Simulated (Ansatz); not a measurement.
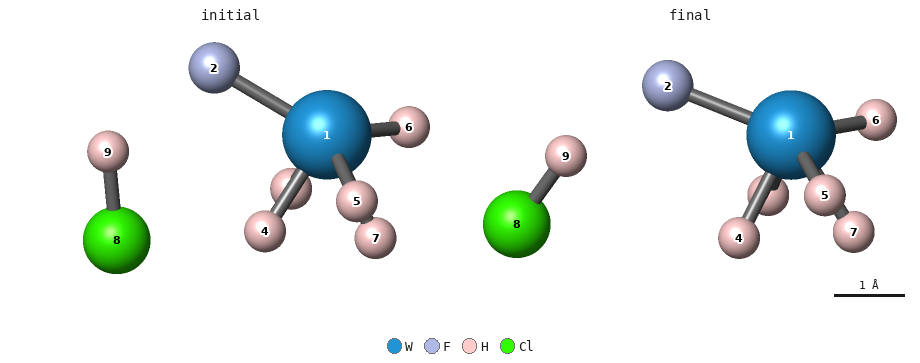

The structure of WH₆ClF before (left) and after (right) a relaxation, at one scale.

A ball-and-stick model, seen at a tilt.

The run prepares an end point of a later path (reaction) calculation, from a guessed geometry.

All numbers below come from Ansatz, RKS PBE/def2-SVP. (no spin polarisation; force threshold 0.03 eV/Å; at most 50 steps)

Summarise the run.

The largest move after the best rigid fit is that of the Cl atom, 0.90 Å. By element the largest moves are Cl 0.90 Å, H 0.30 Å, F 0.30 Å, W 0.06 Å. Among the contacts that change: F–W 1.879 → 1.916 Å, Cl–H 1.335 → 1.305 Å, H–W 1.696 → 1.686 Å, H–W 1.651 → 1.655 Å. Bond angles that change, for instance: F–W–H 88.2° → 85.3°. The energy falls by 21.4 kJ/mol in 12 geometry steps. The largest force component goes from 1 to 0.018 eV/Å. The forces were under the threshold at step 8, but the run went on from there. Cost: 27 s on 2 threads of Arm Neoverse V1 (shared host), peak memory 0.13 GiB.
